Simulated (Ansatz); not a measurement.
**CH6FSn: phonon calculation**

CH6FSn, multiplicity 2, computed with UHF/def2-SVP (Ansatz 0.2.0).

It belongs to a series of runs on one base structure; here: vibrations at the highest image of the band.

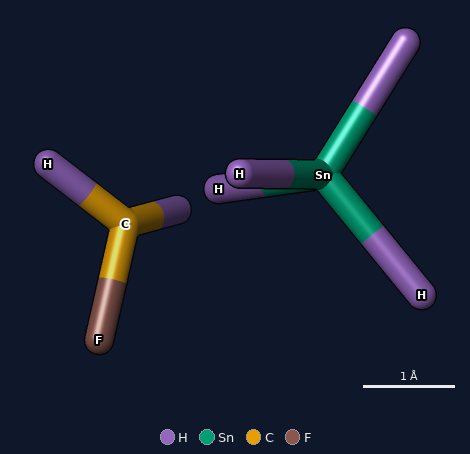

The structure as given in the input (stick view, seen at a tilt). Sticks mark near contacts.

Input
```yaml
crystal:
  periodic: [false, false, false]
  atoms:
    - { symbol: H, position_ang: [-0.218594, -0.122159, -0.149014] }
    - { symbol: Sn, position_ang: [0.821114, 1.420574, 0.073091] }
    - { symbol: C, position_ang: [-0.955969, -1.53513, -0.142697] }
    - { symbol: F, position_ang: [-0.285075, -2.256241, 0.751313] }
    - { symbol: H, position_ang: [2.482798, 1.007004, 0.048467] }
    - { symbol: H, position_ang: [0.510399, 2.548854, -1.180684] }
    - { symbol: H, position_ang: [0.448267, 2.151579, 1.577283] }
    - { symbol: H, position_ang: [-1.967445, -1.308024, 0.177519] }
    - { symbol: H, position_ang: [-0.835295, -1.906358, -1.155177] }
magnetization:
  spin_polarized: true
  initial_magnetization: 1
basis:
  gaussian: { orbitals: def2-SVP }
hamiltonian:
  xc: hf
phonons: {}
```

Machine: 2 threads of Intel Xeon @ 2.60GHz (Ice Lake), 24 GiB of memory available, shared host.

Command:
```bash
ansatz run input.yaml --threads 2 --pin off --max-ram 3072MiB --backend cpu --events-out ev --progress --plain --runs-dir out
```

The program's output
```
Engine: ansatz 0.2.0, x86_64-unknown-linux-gnu
Functional definition: HF
  exchange = exact_x
  correlation = 0
1006 factors; integrals over basis functions are off by at most 3.5e-4 eV
mean field evaluation 1: about -9628.5997 eV, gradient 1.5e1 eV
mean field evaluation 2: about -9628.6841 eV, gradient 1.5e1 eV
mean field evaluation 4: about -9630.1678 eV, gradient 2.8e0 eV
mean field evaluation 8: about -9630.2756 eV, gradient 1.6e-1 eV
mean field -9630.27619213 eV, -353.9061224251 hartree, gradient 2.2e-5 eV, S^2 0.795712; 0 other end points of the search recorded, 0 dependent functions left out
the calculation of the forces begins
reference -9630.27619213 eV, -353.9061224251 hartree; 22, 21 occupied and 62, 63 virtual orbitals, 1006 factors
these checks for a lower state are left out or cut short: stability, starts, cluster_reference, orbital_swaps, neighbouring_geometries, increment
1006 factors; integrals over basis functions are off by at most 3.5e-4 eV
mean field evaluation 16: about -9630.1693 eV, gradient 3.6e-1 eV
mean field -9630.27620391 eV, -353.9061228581 hartree, gradient 2.6e-6 eV, S^2 0.795501; 0 other end points of the search recorded, 0 dependent functions left out
[... from here on the field's lines of each further geometry are left out, up to the last ...]
the calculation of the forces begins
reference -9630.27609044 eV, -353.9061186883 hartree; 22, 21 occupied and 62, 63 virtual orbitals, 1006 factors
these checks for a lower state are left out or cut short: stability, starts, cluster_reference, orbital_swaps, neighbouring_geometries, increment
1006 factors; integrals over basis functions are off by at most 3.5e-4 eV
mean field -9630.27608188 eV, -353.9061183736 hartree, gradient 2.4e-6 eV, S^2 0.795722; 0 other end points of the search recorded, 0 dependent functions left out
the calculation of the forces begins
reference -9630.27608188 eV, -353.9061183736 hartree; 22, 21 occupied and 62, 63 virtual orbitals, 1006 factors
WARN: phonons: modes at or below zero, which the zero-point energy, F, S and C_V leave out: 1, the lowest at -1702.61 cm⁻¹. A minimum has none, and a first-order saddle one
Total energy: -9630.27619213 eV, -353.9061224251 hartree
Atom 0 at    -0.218594    -0.122159    -0.149014 Å, force     0.004944     0.012659    -0.000746 eV/Å
Atom 1 at     0.821114     1.420574     0.073091 Å, force    -0.001747    -0.002642     0.003014 eV/Å
Atom 2 at    -0.955969    -1.535130    -0.142697 Å, force    -0.011918     0.001224    -0.019301 eV/Å
Atom 3 at    -0.285075    -2.256241     0.751313 Å, force     0.010498    -0.010121     0.016153 eV/Å
Atom 4 at     2.482798     1.007004     0.048467 Å, force    -0.002198     0.000645    -0.001743 eV/Å
Atom 5 at     0.510399     2.548854    -1.180684 Å, force     0.001266    -0.000240     0.000986 eV/Å
Atom 6 at     0.448267     2.151579     1.577283 Å, force     0.002086     0.000025    -0.001091 eV/Å
Atom 7 at    -1.967445    -1.308024     0.177519 Å, force    -0.003663    -0.000759     0.000858 eV/Å
Atom 8 at    -0.835295    -1.906358    -1.155177 Å, force     0.000731    -0.000793     0.001871 eV/Å
Dipole moment:    -0.292133    -0.006918    -0.250099 e Å
Vibrations: -1702.61 28.57 67.54 197.95 291.11 380.72 485.71 744.64 790.36 791.75 1013.68 1022.65 1195.66 1252.34 1295.58 1593.71 1987.03 1993.75 2004.58 3259.05 3389.27 cm⁻¹, zero-point energy 1.474520 eV
```

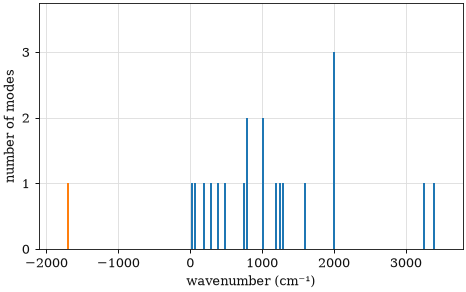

Harmonic vibrational wavenumbers from the force constants; neighbouring modes closer than 23 cm⁻¹ are counted in one stick, and imaginary ones are drawn at negative wavenumbers. 21 modes from 1703i to 3389 cm⁻¹, 1 imaginary beyond 8i (1703i cm⁻¹): a first-order saddle point, if the geometry is stationary.

Summary

- outcome: converged
- total energy: −9630.2762 eV
- mean-field energy: −9630.2762 eV
- ⟨S²⟩: 0.796
- largest force (length of the vector): 0.023 eV/Å
- wall time: 51 s (CPU time 92 s)
- peak memory: 0.23 GiB
